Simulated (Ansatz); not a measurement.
| atom | x (Å) | y (Å) | z (Å) |
| --- | --- | --- | --- |
| Si | -1.5622 | 0.1795 | -1.0921 |
| O | -0.8841 | -1.1802 | 1.2529 |
| C | -0.2865 | -0.8112 | -0.0226 |
| Si | 1.4186 | 0.0288 | 0.3061 |
| S | 1.0848 | 1.5487 | 1.8694 |
| H | -2.8154 | -0.6446 | -1.2594 |
| H | -1.0015 | 0.5222 | -2.4556 |
| H | -1.9190 | 1.4596 | -0.3729 |
| H | -0.8718 | -0.3529 | 1.7868 |
| H | -0.0772 | -1.7654 | -0.5583 |
| H | 1.9776 | 0.7195 | -0.9152 |
| H | 2.4167 | -0.9606 | 0.8560 |
| H | 1.6412 | 0.7822 | 2.8548 |

Level of theory: Ansatz 0.2.0, RKS revPBE/cc-pVDZ.

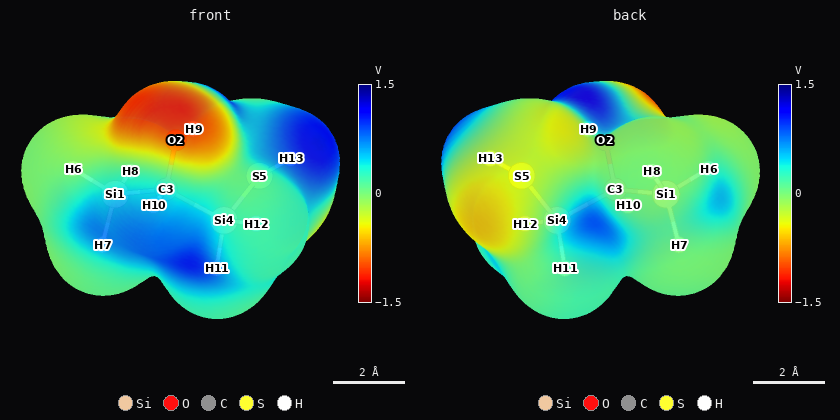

CH8OSSi2. The molecular electrostatic potential painted on the density surface at 0.001 e/bohr³, seen from the front and from behind; the colour scale runs from red (negative) to blue (positive).

Question: Where is the surface potential most negative and most positive?

Answer: The most negative region (about −1.1 V, or −25 kcal/mol for a unit charge) lies over O2, the most positive (about +1.2 V, or +28 kcal/mol for a unit charge) over H9 and H13. O2 is the likeliest acceptor of a hydrogen bond.
